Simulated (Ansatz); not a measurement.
BrF$_{2}$HSi···H$_{2}$

| atom | x (Å) | y (Å) | z (Å) |
| --- | --- | --- | --- |
| Si | 0.5123 | 0.4539 | 0.8260 |
| H | -1.6259 | -0.8803 | -1.7195 |
| F | 0.5000 | -1.1188 | 0.9509 |
| F | -0.9768 | 0.9302 | 0.6112 |
| H | 1.0417 | 1.0410 | 2.0609 |
| H | -1.1572 | -1.4524 | -1.8204 |
| Br | 1.7059 | 1.0264 | -0.9093 |

The product side of a reaction path; geometry: PBE0-D4/def2-TZVP.

These are results of Ansatz 0.2.0, RKS PBE0-D4/def2-TZVPP, not measurements.

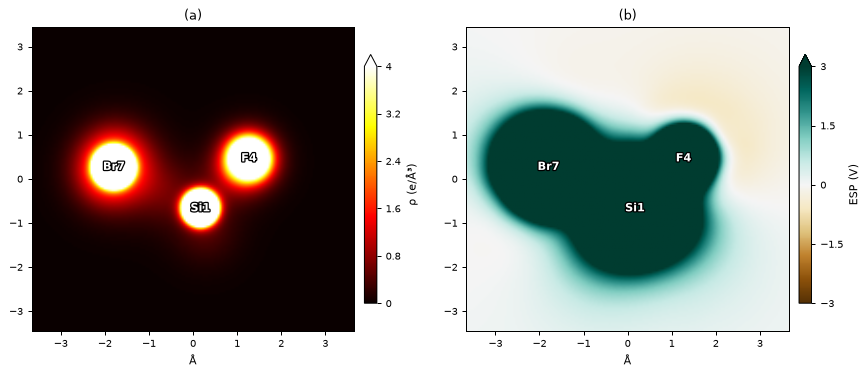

Figure 1. (a) total electron density; (b) electrostatic potential on the plane of atoms F4, Si1 and Br7.

**Describe what can be read from this map.**

- Atoms in the plane: Si, F and Br.
- Si–F (1.58 Å): the density is about 1.3 e/Å³ at the midpoint.
- Si–Br (2.18 Å): the density is about 0.85 e/Å³ at the midpoint.
- Outside the dense part of the complex the potential is most negative (−0.5 V) near F4.

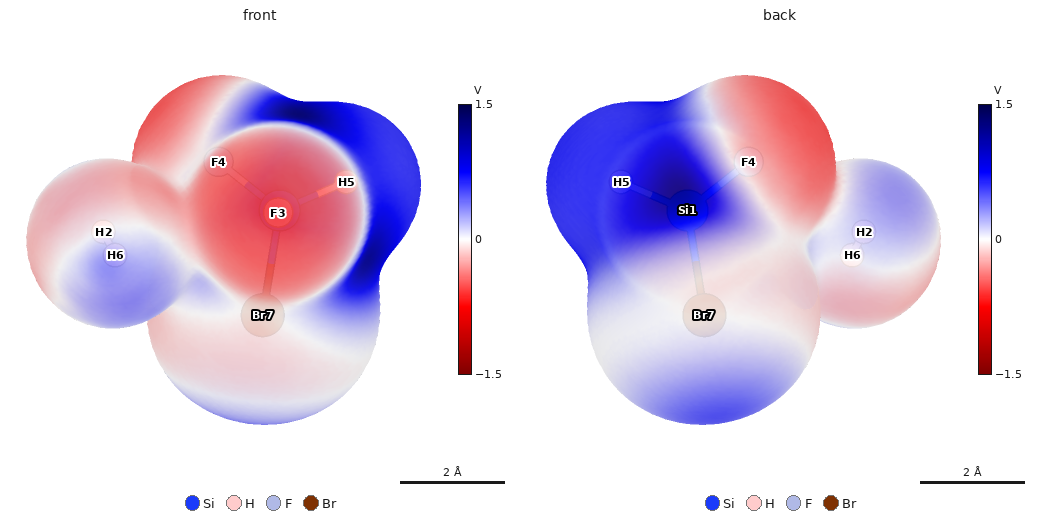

Figure 2. The electrostatic potential painted on the density surface at 0.001 e/bohr³, seen from the front and from behind; the colour scale runs from red (negative) to blue (positive).

**Which sites attract a positive test charge, and which a negative one?**

A positive charge is drawn to the negative regions and a negative charge to the positive ones. The most negative region (about −0.6 V, or −14 kcal/mol for a unit charge) lies over F3, the most positive (about +1.2 V, or +28 kcal/mol for a unit charge) over Si1. Br7 shows a σ-hole: about +0.5 V, or +12 kcal/mol for a unit charge at the tip opposite its bond, against about −0.1 V on its flanks.

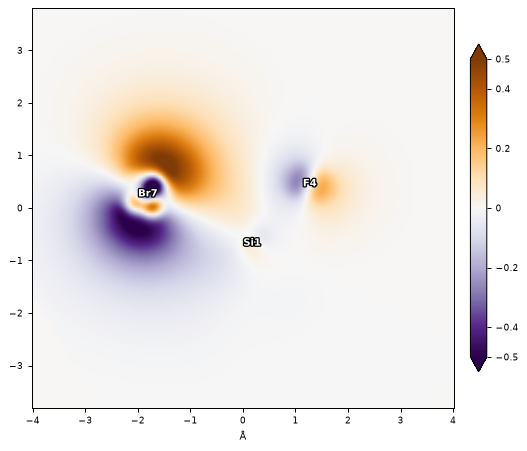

Figure 3. The HOMO−1 on the plane of atoms F4, Si1 and Br7 (values in Å⁻³ᐟ²; the overall sign is arbitrary).

**What is the character of this orbital?**

By Hirshfeld shares it lies mainly on Br7 (about 90 %); largely a lone pair of Br7. Its energy is −9.28 eV.
